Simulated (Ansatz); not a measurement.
**doublet C5H12O+ at 6 levels**

We compute a comparison of 6 runs (UHF/3-21G, UHF/6-31G*, UB3LYP/6-31G*, UMP2/6-31G*, UCCSD(T)/6-31G*) of doublet C5H12O+. 

The calculation is run with Ansatz 0.2.0.

39 further runs of the same task are left out: 39 set aside as unsound or not needed. Runs told in other sessions of the task aren't counted.

### Step 1. The molecule

C5H12O+ has 18 atoms, charge +1, and is taken as a doublet. As SMILES of the parent species, `CCCCOC`. Geometry: relaxed at PBE0-D4/def2-TZVP. This is one conformer, not always the lowest. That shape belongs to the parent species and isn't relaxed for this state.

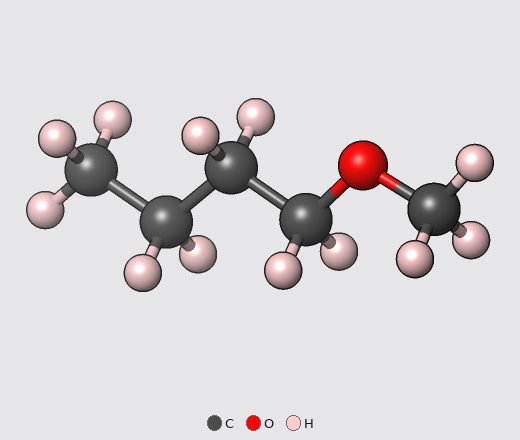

The structure, seen from a chosen angle (carbon dark grey, oxygen red, hydrogen pink).

### Step 2. A single-point energy at UHF/3-21G (run 1)

molecule.yaml

```yaml
crystal:
  periodic: [false, false, false]
  atoms:
    - {symbol: C, position_ang: [-1.561500, -1.022650, 2.273880]}
    - {symbol: C, position_ang: [-0.333870, -0.480800, 1.562470]}
    - {symbol: C, position_ang: [-0.585840, -0.197650, 0.090930]}
    - {symbol: C, position_ang: [0.635810, 0.340100, -0.613830]}
    - {symbol: O, position_ang: [0.327680, 0.576600, -1.962840]}
    - {symbol: C, position_ang: [1.418500, 1.078540, -2.679580]}
    - {symbol: H, position_ang: [-1.898320, -1.958350, 1.819220]}
    - {symbol: H, position_ang: [-2.392190, -0.313630, 2.219680]}
    - {symbol: H, position_ang: [-1.359950, -1.219100, 3.329290]}
    - {symbol: H, position_ang: [0.001180, 0.437760, 2.058090]}
    - {symbol: H, position_ang: [0.491370, -1.195730, 1.659860]}
    - {symbol: H, position_ang: [-1.401220, 0.525530, -0.017580]}
    - {symbol: H, position_ang: [-0.910600, -1.112200, -0.416730]}
    - {symbol: H, position_ang: [1.468590, -0.378630, -0.536790]}
    - {symbol: H, position_ang: [0.973610, 1.273750, -0.134030]}
    - {symbol: H, position_ang: [1.096110, 1.232790, -3.709750]}
    - {symbol: H, position_ang: [1.766070, 2.037490, -2.268760]}
    - {symbol: H, position_ang: [2.264580, 0.376210, -2.673520]}
basis:
  gaussian:
    orbitals: 3-21G.json
total_charge: 1
magnetization:
  spin_polarized: true
  initial_magnetization: 1
hamiltonian:
  xc: hf
accuracy: high
output:
  orbitals: {seedname: orbitals}
```

The basis set 3-21G is read from a file made from the Basis Set Exchange's data (not shown).

Run with:

```bash
$ ansatz run molecule.yaml --threads 1 --pin off --max-ram 3480MiB --events-out events.jsonl --progress --plain --runs-dir runs
```

Log:

```text
Warning: RAYON_NUM_THREADS=1 ignored (pool sized by the plan → 1); use --threads N
Functional definition: HF
  name "HF"
  exchange = exact_x
  correlation = 0
1937 factors; integrals over basis functions are off by at most 1.4e-8 eV
mean field evaluation 1: about -7324.5936 eV, gradient 2.5e1 eV
mean field evaluation 2: about -7325.2270 eV, gradient 2.5e1 eV
mean field evaluation 4: about -7329.2521 eV, gradient 3.8e0 eV
mean field evaluation 8: about -7329.7016 eV, gradient 3.8e-1 eV
mean field evaluation 16: about -7329.7040 eV, gradient 2.3e-8 eV
mean field -7329.70398208 eV, -269.3616530896 hartree, gradient 2.8e-8 eV, S^2 0.760930; 0 other end points of the search recorded, 0 dependent functions left out
reference -7329.70398208 eV, -269.3616530896 hartree; 25, 24 occupied and 53, 54 virtual orbitals, 1937 factors
Total energy: -7329.70398208 eV, -269.3616530896 hartree
```

It took 3.3 s on 1 thread of Arm Neoverse V2, shared host; peak memory 0.28 GiB.

### Step 3. A single-point energy at UHF/6-31G(d) (spherical functions) (run 2)

input.yaml

```yaml
crystal:
  periodic: [false, false, false]
  atoms:
    - {symbol: C, position_ang: [-1.561500, -1.022650, 2.273880]}
    - {symbol: C, position_ang: [-0.333870, -0.480800, 1.562470]}
    - {symbol: C, position_ang: [-0.585840, -0.197650, 0.090930]}
    - {symbol: C, position_ang: [0.635810, 0.340100, -0.613830]}
    - {symbol: O, position_ang: [0.327680, 0.576600, -1.962840]}
    - {symbol: C, position_ang: [1.418500, 1.078540, -2.679580]}
    - {symbol: H, position_ang: [-1.898320, -1.958350, 1.819220]}
    - {symbol: H, position_ang: [-2.392190, -0.313630, 2.219680]}
    - {symbol: H, position_ang: [-1.359950, -1.219100, 3.329290]}
    - {symbol: H, position_ang: [0.001180, 0.437760, 2.058090]}
    - {symbol: H, position_ang: [0.491370, -1.195730, 1.659860]}
    - {symbol: H, position_ang: [-1.401220, 0.525530, -0.017580]}
    - {symbol: H, position_ang: [-0.910600, -1.112200, -0.416730]}
    - {symbol: H, position_ang: [1.468590, -0.378630, -0.536790]}
    - {symbol: H, position_ang: [0.973610, 1.273750, -0.134030]}
    - {symbol: H, position_ang: [1.096110, 1.232790, -3.709750]}
    - {symbol: H, position_ang: [1.766070, 2.037490, -2.268760]}
    - {symbol: H, position_ang: [2.264580, 0.376210, -2.673520]}
basis:
  gaussian: {orbitals: 6-31G_st_-spherical.json}
total_charge: 1
magnetization: {spin_polarized: true, initial_magnetization: 1}
hamiltonian: {xc: hf}
accuracy: high
output: {orbitals: {seedname: orbitals}}
```

The basis set 6-31G* is read from a file made from the Basis Set Exchange's data (not shown).

Run with:

```bash
$ ansatz run input.yaml --threads 1 --pin off --max-ram 3480MiB --events-out events.jsonl --progress --plain --runs-dir runs
```

Log:

```text
Warning: RAYON_NUM_THREADS=1 ignored (pool sized by the plan → 1); use --threads N
Functional definition: HF
  name "HF"
  exchange = exact_x
  correlation = 0
2809 factors; integrals over basis functions are off by at most 1.4e-8 eV
mean field evaluation 1: about -7364.5521 eV, gradient 2.8e1 eV
mean field evaluation 2: about -7364.5508 eV, gradient 2.8e1 eV
mean field evaluation 4: about -7369.7248 eV, gradient 4.4e0 eV
mean field evaluation 8: about -7370.3223 eV, gradient 2.0e-1 eV
mean field -7370.32246195 eV, -270.8543546928 hartree, gradient 2.2e-8 eV, S^2 0.762789; 0 other end points of the search recorded, 0 dependent functions left out
reference -7370.32246195 eV, -270.8543546928 hartree; 25, 24 occupied and 83, 84 virtual orbitals, 2809 factors
Total energy: -7370.32246195 eV, -270.8543546928 hartree
```

Wall time 9.6 s (1 thread of Arm Neoverse V2, shared host); peak memory 0.49 GiB.

Run 3 isn't shown in full; the table further down has it.

### Step 4. The energy at UB3LYP/6-31G(d) (Cartesian functions) (run 4)

job.yaml

```yaml
crystal:
  periodic: [false, false, false]
  atoms:
    - {symbol: C, position_ang: [-1.561500, -1.022650, 2.273880]}
    - {symbol: C, position_ang: [-0.333870, -0.480800, 1.562470]}
    - {symbol: C, position_ang: [-0.585840, -0.197650, 0.090930]}
    - {symbol: C, position_ang: [0.635810, 0.340100, -0.613830]}
    - {symbol: O, position_ang: [0.327680, 0.576600, -1.962840]}
    - {symbol: C, position_ang: [1.418500, 1.078540, -2.679580]}
    - {symbol: H, position_ang: [-1.898320, -1.958350, 1.819220]}
    - {symbol: H, position_ang: [-2.392190, -0.313630, 2.219680]}
    - {symbol: H, position_ang: [-1.359950, -1.219100, 3.329290]}
    - {symbol: H, position_ang: [0.001180, 0.437760, 2.058090]}
    - {symbol: H, position_ang: [0.491370, -1.195730, 1.659860]}
    - {symbol: H, position_ang: [-1.401220, 0.525530, -0.017580]}
    - {symbol: H, position_ang: [-0.910600, -1.112200, -0.416730]}
    - {symbol: H, position_ang: [1.468590, -0.378630, -0.536790]}
    - {symbol: H, position_ang: [0.973610, 1.273750, -0.134030]}
    - {symbol: H, position_ang: [1.096110, 1.232790, -3.709750]}
    - {symbol: H, position_ang: [1.766070, 2.037490, -2.268760]}
    - {symbol: H, position_ang: [2.264580, 0.376210, -2.673520]}
basis:
  gaussian:
    orbitals: "6-31G*"
total_charge: 1
magnetization:
  spin_polarized: true
  initial_magnetization: 1
hamiltonian:
  xc: {name: B3LYP}
accuracy: high
output: {orbitals: {seedname: orbitals}}
```

Run with:

```bash
$ ansatz run job.yaml --threads 1 --pin off --max-ram 3480MiB --events-out events.jsonl --progress --plain --runs-dir runs
```

Log:

```text
Warning: RAYON_NUM_THREADS=1 ignored (pool sized by the plan → 1); use --threads N
Functional definition: B3LYP
  name "B3LYP"
  parameter a0 = 0.2
  parameter ax = 0.72
  parameter ac = 0.81
  exchange = (1 - a0 - ax)*slater_x + ax*b88_x + a0*exact_x
  correlation = (1 - ac)*vwn_rpa_c + ac*lyp_c
2844 factors; integrals over basis functions are off by at most 1.3e-8 eV
mean field evaluation 1: about -7404.7611 eV, gradient 5.3e1 eV
mean field evaluation 2: about -7390.2063 eV, gradient 6.9e1 eV
mean field evaluation 4: about -7417.8681 eV, gradient 6.8e0 eV
mean field evaluation 8: about -7418.4445 eV, gradient 8.9e-1 eV
mean field evaluation 16: about -7418.4546 eV, gradient 1.6e-2 eV
mean field evaluation 32: about -7418.4546 eV, gradient 4.4e-7 eV
mean field evaluation 64: about -7417.6635 eV, gradient 4.3e0 eV
mean field -7418.45461693 eV, -272.6231787629 hartree, gradient 8.0e-8 eV, S^2 0.753679; 7 other end points of the search recorded, 0 dependent functions left out
reference -7418.45465856 eV, -272.6231802928 hartree; 25, 24 occupied and 89, 90 virtual orbitals, 2844 factors
Total energy: -7418.45465856 eV, -272.6231802928 hartree
```

It took 57 s on 1 thread of Arm Neoverse V2, shared host; peak memory 0.71 GiB.

Run 5 isn't shown in full; the table further down has it.

### Step 5. A single-point energy at UCCSD(T)/6-31G(d) (spherical functions) (run 6)

job.yaml: that of step 4 with these lines changed.

```diff
@@ -23,3 +23,3 @@
   gaussian:
-    orbitals: "6-31G*"
+    orbitals: 6-31G_st_-spherical.json
 total_charge: 1
@@ -28,5 +28,7 @@
   initial_magnetization: 1
-hamiltonian:
-  xc: {name: B3LYP}
+correlation:
+  method: ccsd_t
+  frozen_orbitals: {C: 1, H: 0, O: 1}
 accuracy: high
-output: {orbitals: {seedname: orbitals}}
+scf:
+  omitted_lower_state_checks: [cluster_reference, increment]
```

The basis set 6-31G* is read from a file made from the Basis Set Exchange's data (not shown).

Run with:

```bash
$ ansatz run job.yaml --threads 1 --pin off --max-ram 3480MiB --events-out events.jsonl --progress --plain --runs-dir runs
```

Log:

```text
Warning: RAYON_NUM_THREADS=1 ignored (pool sized by the plan → 1); use --threads N
[... 11 lines left out ...]
6 core orbitals not correlated: weight in the atoms' cores, before any rotation towards them, 1.000 or more for the frozen orbitals, at most 0.000 for the correlated occupied ones
[... 34 lines left out ...]
Total energy: -7394.52719637 eV, -271.7438622759 hartree
Checks for a lower state left out: cluster_reference, increment
```

Run time: 9.3 min. Hardware: 1 thread of Arm Neoverse V2, shared host; peak memory 2.5 GiB.

### Step 6. All runs side by side

| run | level | Cartesian functions | frozen core orbitals | energy (Eh) | HOMO energy (eV) | LUMO energy (eV) | ⟨S²⟩ | wall time |
| --- | --- | --- | --- | --- | --- | --- | --- | --- |
| 1 | UHF/3-21G | no | – | -269.361653 | -16.42 | -5.84 | 0.761 | 3.3 s |
| 2 | UHF/6-31G* (spherical functions) | no | – | -270.854355 | -16.55 | -5.93 | 0.763 | 9.6 s |
| 3 | UB3LYP/6-31G* (spherical functions) | no | – | -272.618735 | -12.92 | -11.99 | 0.754 | 61 s |
| 4 | UB3LYP/6-31G* (Cartesian functions) | yes | – | -272.623180 | -12.92 | -12.00 | 0.754 | 57 s |
| 5 | UMP2/6-31G* (spherical functions) | no | 6 | -271.635826 | – | – | 0.763 | 11 s |
| 6 | UCCSD(T)/6-31G* (spherical functions) | no | 6 | -271.743862 | – | – | 0.763 | 9.3 min |

### Step 7. Outcome

| quantity | value |
| --- | --- |
| run 6: total energy | -271.74386 Eh |
| run 6: correlation energy (6 core orbitals frozen) | -889.5 mEh |
| run 6: (T) correction | -23.92 mEh |
| run 6: ⟨S²⟩ of the reference determinant | 0.763 |
| run 6: T1 diagnostic | 0.021 |

Below the UHF energy at the same shape and in the same basis (6-31G*): UMP2 -781.5 mEh; UCCSD(T) -889.5 mEh. All runs together took 12 min, the longest 9.3 min.
